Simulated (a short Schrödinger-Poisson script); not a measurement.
System: MOS inversion layer, SiO2 on p-type Si(100), at 400 K.

```tsv
layer	material	thickness (nm)	Na (cm⁻³)
1	SiO2	3.6	-
2	Si	330	1.7e18
```

Constants are typed, rounded textbook-type inputs, not results; the design itself was drawn at random and stands for no fabricated device. SiO2: permittivity 3.9, conduction-band edge (eV) 3.15, gap (eV) 9, electron mass (mₑ) 0.5. Si: permittivity 11.7, conduction-band edge (eV) 0, gap (eV) 1.124, Nv at 300 K (cm⁻³) 3.1e19.

Channel valleys (confinement mass, in-plane density-of-states mass, number): Δ2 0.916, 0.19, 2; Δ4 0.19, 0.417, 4. At the gate the conduction-band edge of layer 1 lies 3.16 eV − eVg above the Fermi level of the channel; the field vanishes at the back. Gaps are held at their typed values at every temperature. Mesh 0.03 nm at interfaces.

From a short Schrödinger-Poisson script (our own, NumPy): 1D Poisson equation in equilibrium, electrons quantum, Hartree (BenDaniel-Duke, 12 states a valley, the channel's in-plane mass for all, wave functions ending at the dielectric), parabolic valleys, classical holes, full ionisation, no traps, pinning or gate leakage.

Only gate voltages with over 1e8 electrons/cm² are shown.

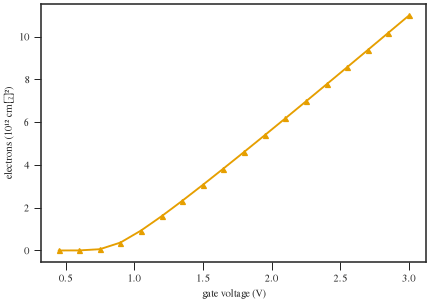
*Sheet density against gate voltage*

```
Vg (V)  electrons (cm⁻²)  C (μF/cm²)  Δ2 E0 (meV)  Δ2 E1 (meV)  Δ4 E0 (meV)  Δ4 E1 (meV)
------  ----------------  ----------  -----------  -----------  -----------  -----------
0.45              2.50e8       0.300        358.5        447.5        440.6        583.0
0.6               4.09e9       0.295        260.6        354.3        347.0        497.5
0.75             6.00e10       0.379        166.8        264.6        257.1        414.7
0.9              3.70e11       0.610        102.5        204.0        196.4        358.9
1.05             9.34e11       0.729         68.7        173.6        166.0        331.5
1.2              1.60e12       0.780         47.9        155.9        148.5        316.1
1.35             2.32e12       0.806         33.0        144.0        136.7        306.0
1.5              3.07e12       0.822         21.2        135.0        127.9        298.7
1.65             3.83e12       0.833         11.2        127.8        120.9        293.0
1.8              4.61e12       0.840          2.6        121.9        115.1        288.4
1.95             5.39e12       0.846         -5.2        116.8        110.1        284.6
2.1              6.18e12       0.851        -12.3        112.3        105.8        281.3
2.25             6.97e12       0.855        -18.9        108.3        101.9        278.4
2.4              7.77e12       0.858        -25.1        104.6         98.4        275.9
2.55             8.57e12       0.861        -30.9        101.2         95.1        273.6
2.7              9.37e12       0.864        -36.5         98.1         92.1        271.5
2.85             1.02e13       0.866        -41.9         95.2         89.3        269.6
3                1.10e13       0.868        -47.1         92.5         86.7            -
```

Subbands count from the Fermi level; a dash marks a level above the dielectric's band edge.
